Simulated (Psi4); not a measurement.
**UMP3/aug-cc-pVDZ run of SiF3 (trifluorosilyl)**

Aim: the vertical electron affinity of SiF3 (trifluorosilyl) at UMP3/aug-cc-pVDZ, from 2 runs. 

The results are computed with Psi4 1.11.

**1. The system as given**

SiF3 has 4 atoms, charge 0, and is taken as a doublet. SMILES: `F[Si](F)F`. The coordinates come from a PBE0-D4/def2-TZVP relaxation.

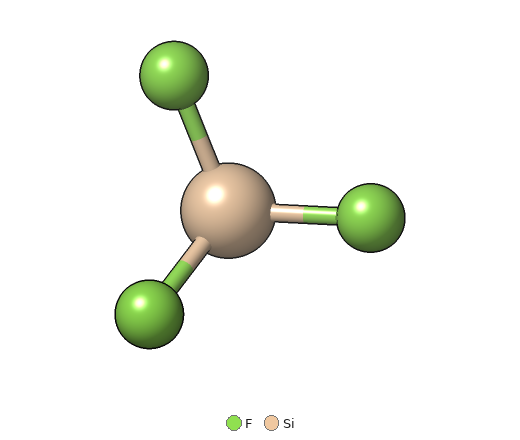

The structure, seen from a chosen angle (fluorine green, silicon light orange).

**2. A single-point energy at UMP3/aug-cc-pVDZ**

File f3si.json:

```json
{
 "schema_name": "qcschema_input",
 "schema_version": 1,
 "molecule": {
  "schema_name": "qcschema_molecule",
  "schema_version": 2,
  "symbols": ["F", "Si", "F", "F"],
  "geometry": [1.48315155, -0.95816673, 2.17639758, -0.53432006, 0.40262505, 0.44272504, -1.8788791, -1.68610813, -1.21762613, 0.93004761, 2.24164982, -1.40149648],
  "molecular_charge": 0,
  "molecular_multiplicity": 2,
  "fix_symmetry": "c1",
  "fix_com": true,
  "fix_orientation": true
 },
 "driver": "energy",
 "model": {
  "method": "mp3",
  "basis": "aug-cc-pVDZ"
 },
 "keywords": {
  "reference": "uhf",
  "puream": true,
  "e_convergence": 1e-09,
  "d_convergence": 1e-08,
  "scf_type": "pk",
  "num_frozen_docc": 8,
  "maxiter": 100,
  "mp_type": "conv"
 }
}
```

Command:

```sh
$ psi4 --qcschema f3si.json -n 1 --memory 1600MB
```

stdout, cut to the lines that bear on the results:

```text
[...]
  Running in c1 symmetry.
[...]
  Nuclear repulsion =  176.798451345898798
[...]
  Multiplicity = 2
[...]
  Nalpha       = 21
  Nbeta        = 20
[...]
    Number of basis functions: 96
[...]
   @UHF iter   1:  -587.33300928747917   -8.82706e-01   5.26789e-03 ADIIS/DIIS
[...]
   @UHF iter  12:  -587.42916546814138   -2.61480e-12   6.85533e-09 DIIS
[...]
   @S^2 Observed:                7.518771141E-01
[...]
    Orbital Energies [Eh]
    ---------------------
    Alpha Occupied:
       1A    -68.953404     2A    -26.340297     3A    -26.340276
       4A    -26.340267     5A     -6.285692     6A     -4.395185
       7A     -4.389972     8A     -4.389972     9A     -1.659389
      10A     -1.630701    11A     -1.630676    12A     -0.848460
      13A     -0.765025    14A     -0.765003    15A     -0.738347
      16A     -0.709070    17A     -0.709058    18A     -0.680422
      19A     -0.680403    20A     -0.664306    21A     -0.429466
    Alpha Virtual:
      22A      0.054795    23A      0.054801    24A      0.056901
      25A      0.072395    26A      0.167329    27A      0.167359
[...]
  @UHF Final Energy:  -587.42916546814138
   => Energetics <=
    Nuclear Repulsion Energy =            176.7984513458987976
    One-Electron Energy =               -1170.4016053089935667
    Two-Electron Energy =                 406.1739884949533348
    Total Energy =                       -587.4291654681414911
  UHF NO Occupations:
  HONO-2 :   19  A 1.9998649
  HONO-1 :   20  A 1.9994152
[...]
 Multipole Moments:
 ------------------------------------------------------------------------------------
     Multipole            Electronic (a.u.)      Nuclear  (a.u.)        Total (a.u.)
 ------------------------------------------------------------------------------------
 L = 1.  Multiply by 2.5417464519 to convert [e a0] to [Debye]
 Dipole X            :          2.2781401           -2.6716003           -0.3934602
 Dipole Y            :         -1.7168543            2.0131253            0.2962710
 Dipole Z            :         -1.8877666            2.2136253            0.3258587
 Magnitude           :                                                    0.5905687
[...]
	SCS-MP2 Total Energy (a.u.)        :  -588.08751973076960
	SOS-MP2 Total Energy (a.u.)        :  -588.07321556723548
[...]
	SOS-PI-MP2 Total Energy (a.u.)     :  -588.12275788255045
[...]
	MP2 Total Energy (a.u.)            :  -588.11612805783795
[...]
	SCS-MP3 Total Energy (a.u.)        :  -588.08623201712749
[...]
	MP3 Total Energy (a.u.)            :  -588.11097720326961
[...]
```

The result, in JSON:

```text
{
 "driver": "energy",
 "model": {
  "method": "mp3",
  "basis": "aug-cc-pVDZ"
 },
 "success": true,
 "return_result": -588.1109772032696,
 "properties": {
  "calcinfo_nbasis": 96,
  "calcinfo_nmo": 96,
  "calcinfo_nalpha": 21,
  "calcinfo_nbeta": 20,
  "calcinfo_natom": 4,
  "nuclear_repulsion_energy": 176.7984513458988,
  "return_energy": -588.1109772032696,
  "scf_one_electron_energy": -1170.4016053089936,
  "scf_two_electron_energy": 406.17398849495333,
  "scf_dipole_moment": [-0.3934602427365834, 0.29627102217495227, 0.32585873758456807],
  "scf_total_energy": -587.4291654681414,
  "scf_iterations": 12,
  "mp2_same_spin_correlation_energy": -0.19153943654730854,
  "mp2_opposite_spin_correlation_energy": -0.49542315314931684,
  "mp2_singles_energy": 0.0,
  "mp2_doubles_energy": -0.6869625896966254,
  "mp2_correlation_energy": -0.6869625896965772,
  "mp2_total_energy": -588.116128057838
 }
}
```

Run time: 26 s. Hardware: 1 thread of Intel Xeon at 2.70GHz, shared host; peak memory 0.79 GiB.

**3. The singlet anion, same level**

File f3si.xyz:

```xyz
4
F3Si
F      0.784850    -0.507040     1.151700
Si    -0.282750     0.213060     0.234280
F     -0.994260    -0.892250    -0.644340
F      0.492160     1.186230    -0.741640
```

File job.py:

```python
import psi4

psi4.set_memory('1600 MB')
psi4.set_num_threads(1)
psi4.set_output_file('psi4.out', False)

with open('f3si.xyz') as f:
    atoms = ''.join(f.readlines()[2:])
molecule = psi4.geometry('-1 1\n' + atoms + 'symmetry c1')

psi4.set_options({
    'basis': 'aug-cc-pVDZ',
    'puream': True,
    'e_convergence': 1e-09,
    'd_convergence': 1e-08,
    'scf_type': 'pk',
    'num_frozen_docc': 8,
    'mp_type': 'conv',
})

energy_value, wavefunction = psi4.energy("mp3", return_wfn=True)
print(f'mp3 energy: {energy_value:.10f} Eh')
```

Command:

```sh
$ python job.py
```

psi4.out, cut to the lines that bear on the results:

```text
[...]
  Running in c1 symmetry.
[...]
  Nuclear repulsion =  176.798451223300987
[...]
  Multiplicity = 1
[...]
  Nalpha       = 21
  Nbeta        = 21
[...]
    Number of basis functions: 96
[...]
   @RHF iter   1:  -587.34343271096259   -8.93129e-01   5.48249e-03 DIIS/ADIIS
[...]
   @RHF iter  11:  -587.44747909895989   -2.95586e-12   5.18597e-09 DIIS
[...]
    Orbital Energies [Eh]
    ---------------------
    Doubly Occupied:
       1A    -68.649335     2A    -26.106586     3A    -26.106574
       4A    -26.106565     5A     -5.984633     6A     -4.091082
       7A     -4.091081     8A     -4.086847     9A     -1.426836
      10A     -1.399491    11A     -1.399473    12A     -0.609538
      13A     -0.534027    14A     -0.534009    15A     -0.501843
      16A     -0.481165    17A     -0.481153    18A     -0.453667
      19A     -0.453651    20A     -0.439491    21A     -0.061072
[...]
  @RHF Final Energy:  -587.44747909895989
   => Energetics <=
    Nuclear Repulsion Energy =            176.7984512233009866
    One-Electron Energy =               -1180.4956254884143618
    Two-Electron Energy =                 416.2496951661535718
    Total Energy =                       -587.4474790989597750
[...]
 Multipole Moments:
 ------------------------------------------------------------------------------------
     Multipole            Electronic (a.u.)      Nuclear  (a.u.)        Total (a.u.)
 ------------------------------------------------------------------------------------
 L = 1.  Multiply by 2.5417464519 to convert [e a0] to [Debye]
 Dipole X            :          1.3589763           -0.3567990            1.0021773
 Dipole Y            :         -1.0244238            0.2688580           -0.7555658
 Dipole Z            :         -1.1263014            0.2956353           -0.8306661
 Magnitude           :                                                    1.5050731
[...]
	SCS-MP2 Total Energy (a.u.)        :  -588.13692561006724
	SOS-MP2 Total Energy (a.u.)        :  -588.12311238407256
[...]
	SOS-PI-MP2 Total Energy (a.u.)     :  -588.17508417523516
[...]
	MP2 Total Energy (a.u.)            :  -588.16455206205649
[...]
	SCS-MP3 Total Energy (a.u.)        :  -588.13658204056958
[...]
	MP3 Total Energy (a.u.)            :  -588.16317778406574
[...]
```

On the terminal:

```text
mp3 energy: -588.1631777841 Eh
```

Run time: 19 s. Hardware: 1 thread of Intel Xeon at 2.70GHz, shared host; peak memory 0.78 GiB.

**4. Results**

Level: UMP3/aug-cc-pVDZ, 8 core orbitals frozen.

| quantity | value |
| --- | --- |
| doublet SiF3: total energy | -588.11098 Eh |
| doublet SiF3: HOMO energy (Hartree–Fock orbitals) (highest over α and β) | -11.69 eV |
| doublet SiF3: LUMO energy (Hartree–Fock orbitals) (lowest over α and β) | 0.07 eV |
| doublet SiF3: correlation energy (8 core orbitals frozen) | -681.8 mEh |
| doublet SiF3: ⟨S²⟩ of the reference determinant | 0.752 |
| singlet anion: total energy | -588.16318 Eh |
| singlet anion: HOMO energy (Hartree–Fock orbitals) | -1.66 eV |
| singlet anion: LUMO energy (Hartree–Fock orbitals) | 5.09 eV |
| singlet anion: HOMO–LUMO gap (to an unbound level, set by the basis) | 6.75 eV |
| singlet anion: correlation energy (8 core orbitals frozen) | -715.7 mEh |
| vertical electron affinity (to the singlet anion) | 1.420 eV |

At fixed nuclei the extra electron is bound by 1.42 eV (137 kJ/mol).
